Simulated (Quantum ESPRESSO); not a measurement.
# Voltage at the next charge: Y(0001), 4 layers against an electrode

**Set-up.** Quantum ESPRESSO 7.5, PBEsol, GBRV ultrasoft; ESM with bc3, a metal electrode 6.03 Å above the top atoms; cell area 11.538 Å²; ions fixed. V is the potential energy of an electron at the electrode over the slab's Fermi level, divided by e, so that it equals the work function at zero charge; positive charge removes electrons.

| charge (e a cell) | V (V) |
| --- | --- |
| 0 | 3.341 |
| 0.0173 | 4.272 |
| 0.0346 | 5.253 |

To predict: What is V at a charge of 0.0692 e, and what capacitance do the rows imply?

**Worked estimate.** The last two rows give dV/dq = (5.253 − 4.272)/(0.0346 − 0.0173) = 56.7 V/e, so C = 1602/(11.538 × 56.7) = 2.45 µF/cm², an effective gap of 8.854/2.45 = 3.62 Å. At constant C, V = 5.253 + 56.7 × 0.0346 = 7.21 V.

**Check.** V = 7.324 V; the estimate misses by −0.11 V, 5.3 % of the step. Over the three intervals C goes 2.58, 2.45 and 2.32 µF/cm²: it falls as electrons leave, the surface charge drawing back towards the atoms.

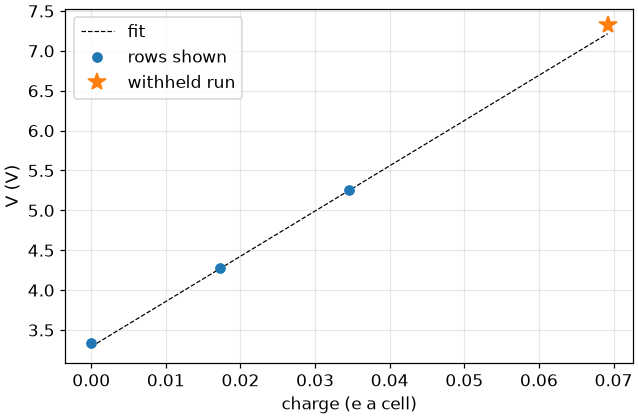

The rows shown, the fit and the withheld run.

Caveats: Vacuum fills the gap; a dielectric or electrolyte would change C. The slab is thin.
